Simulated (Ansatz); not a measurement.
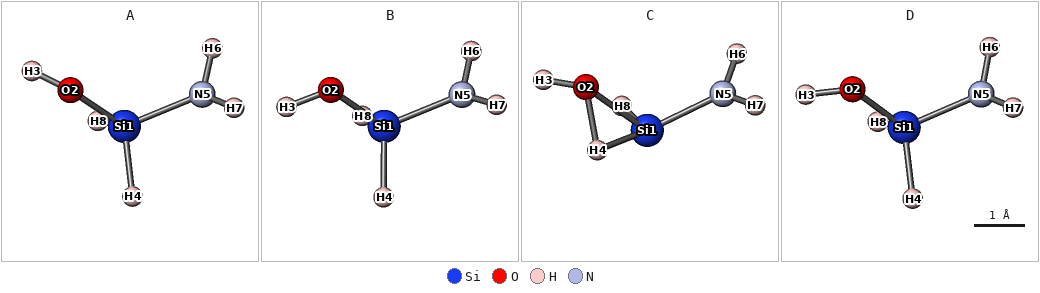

4 geometries from a converged minimum-energy path of SiNH5O, shuffled. Style: ball-and-stick. Shown at a tilt.

All numbers below come from RKS LDA/def2-SVP in Ansatz. Run with 9 movable images; climbing image; force threshold 0.05 eV/Å; iteration limit 60; starting path through a guess of the saddle point.

### One of them is the converged climbing image. Which?

C. In order along the path, whose images run from 0 to 10: A (image 2, +0.03 eV), D (image 3, +0.03 eV), B (image 4, +0.09 eV), C (image 7, +2.72 eV). Breaking: Si1–H4 (1.50 → 1.63 at the top → 2.56 Å), Si1–O2 (1.67 → 1.94 at the top → 2.20 Å). Forming: O2–H4 (2.47 → 1.30 at the top → 0.98 Å).
